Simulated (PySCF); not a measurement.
# Pt₂O₂: relaxation and vibrations of the singlet

Where does singlet Pt₂O₂ go from a rhombic ring start, is the end point a minimum, and what are its modes, charges and moments?

Program: PySCF 2.14.0. Level of theory: PBE0, basis Pt def2-TZVP with ECP60, O def2-TZVP, scalar-relativistic core potentials, no spin–orbit coupling, density fitting. These are calculated values, not measurements.

### 1 Starting geometry

4 atoms, charge 0, spin multiplicity 1.

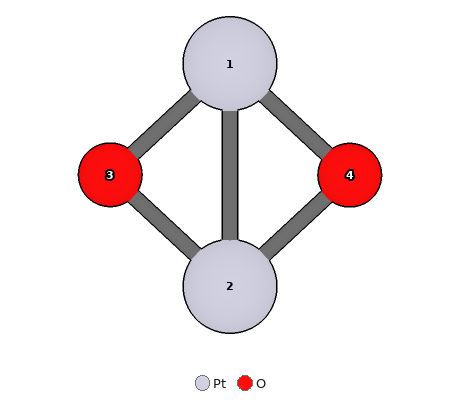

Start geometry, drawn with platinum light grey, oxygen red; atoms are numbered from 1 in the order of the file.

```xyz
4
charge 0 multiplicity 1
Pt    1.3446    0.0000    0.0000
Pt   -1.3446    0.0000    0.0000
O     0.0000    1.4419    0.0000
O     0.0000   -1.4419    0.0000
```

### 2 The SCF at the typed geometry

The steps below are one call of a driver around PySCF. For each, scf.py gives the equivalent set-up of the SCF; relaxations use the driver's own optimiser. After this first run the driver tries any further starts and a stability analysis.

Input file scf.py:

```python
from pyscf import gto, scf, dft
mol = gto.M(atom='''
Pt     1.344600     0.000000     0.000000
Pt    -1.344600     0.000000     0.000000
O      0.000000     1.441900     0.000000
O      0.000000    -1.441900     0.000000''',
    basis={'Pt': 'def2-TZVP', 'O': 'def2-TZVP'},
    ecp={'Pt': 'def2-TZVP'},
    charge=0, spin=0)
mf = dft.RKS(mol, xc='PBE0')
mf.grids.atom_grid = (50, 194)
aux = {'Pt': 'def2-universal-JKFIT', 'O': 'def2-universal-JKFIT'}
mf = mf.density_fit(auxbasis=aux)
mf.conv_tol = 1e-08
mf.diis_space = 10
mf.max_cycle = 60
mf.init_guess = 'minao'
mf.verbose = 4
mf.kernel()
```

Command:

```
> OMP_NUM_THREADS=4 python axn.py task.json out
```

The runs that follow: Relaxing the singlet from the rhombic ring start; Is it a minimum? Harmonic modes; Leaving the saddle point; Frequencies.

Before running it: what results should come out? Wanted: minimum; geometry; wavenumbers; dipole moment; highest occupied, lowest empty level; polar-tensor charge of Pt1; zero-point energy; atomisation energy.

As calculated:

| quantity | value |
| --- | --- |
| minimum | singlet, C2v |
| geometry | Pt–O 1.918 Å (×4), Pt–Pt 2.819 Å; O–Pt–O 81.2° (×2), O–Pt–Pt 42.7° (×4), Pt–O–Pt 94.6° (×2) |
| wavenumbers (cm⁻¹) | 100 (a1), 205 (a1), 553 (a2), 555 (b1), 575 (b2), 675 (a1) |
| dipole moment | 1.57 D |
| highest occupied, lowest empty level | -6.44, -3.42 eV |
| polar-tensor charge of Pt1 | +0.54 e |
| zero-point energy | 15.9 kJ/mol |
| entropy at 298.15 K | 330.3 J/(mol K) |
| atomisation energy (no zero-point energy) | 880 kJ/mol |

What this shows: The rhombic ring start (D2h) ends in a minimum of C2v symmetry, after a first stop at a saddle point 2.5 kJ/mol higher, from which it was pushed off along an imaginary mode. The strongest infrared band lies at 555 cm⁻¹ (b1). Only this shape and spin were tried, so other structures or states may lie lower. A two-component treatment could change these values noticeably.
